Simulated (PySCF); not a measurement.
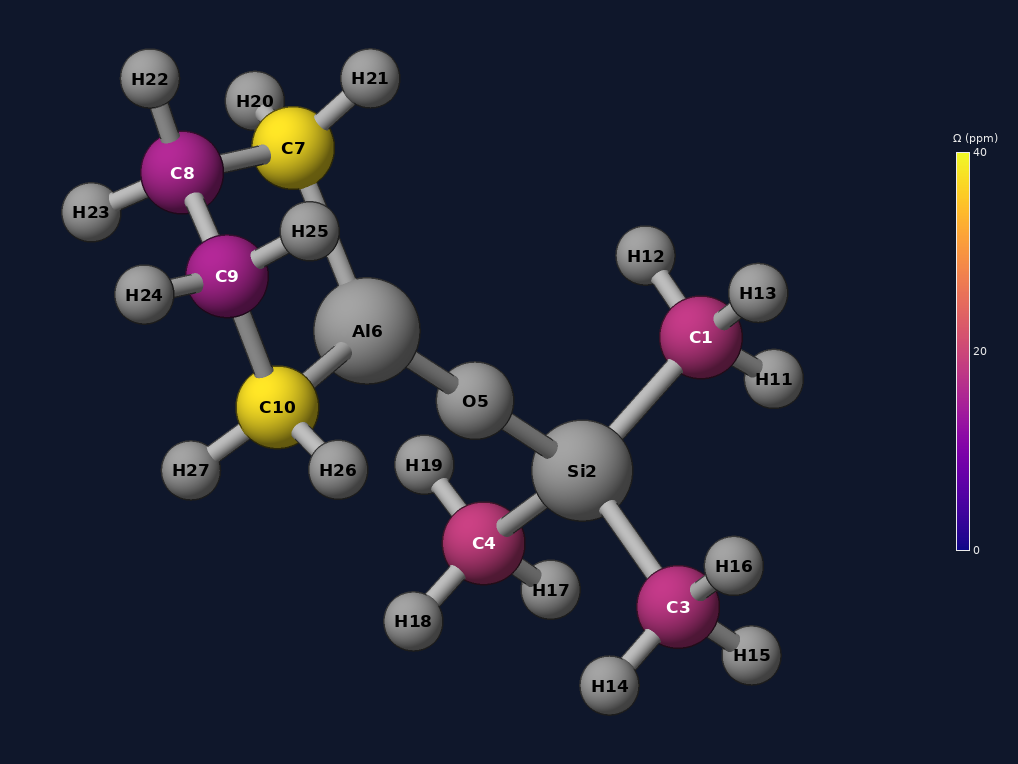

The C atoms are coloured by the span of their shielding tensor. The computed structure is the end point of a PBE0-D3(BJ)/def2-SVP optimisation. No frequency run is at hand to confirm it as a minimum. Level of theory: GIAO B3LYP/pcSseg-1 NMR shielding, non-relativistic, gas phase (PySCF 2.14.0). Principal shieldings σ11 ≤ σ22 ≤ σ33, span Ω = σ33 − σ11, skew κ = 3(σiso − σ22)/Ω.

Give the shielding tensors of the C atoms.

| atom | σ11 | σ22 | σ33 | σiso | Ω | κ |
| --- | --- | --- | --- | --- | --- | --- |
| C1 | 167.6 | 176.9 | 185.7 | 176.7 | 18.1 | −0.03 |
| C3 | 167.8 | 176.6 | 185.7 | 176.7 | 17.9 | 0.02 |
| C4 | 166.9 | 176.7 | 185.8 | 176.5 | 18.9 | −0.04 |
| C7 | 156.1 | 176.5 | 193.7 | 175.5 | 37.6 | −0.09 |
| C8 | 142.0 | 147.7 | 157.7 | 149.1 | 15.7 | 0.27 |
| C9 | 142.1 | 147.6 | 157.7 | 149.1 | 15.6 | 0.29 |
| C10 | 156.1 | 176.6 | 193.6 | 175.4 | 37.6 | −0.09 |

Shieldings and span in ppm.
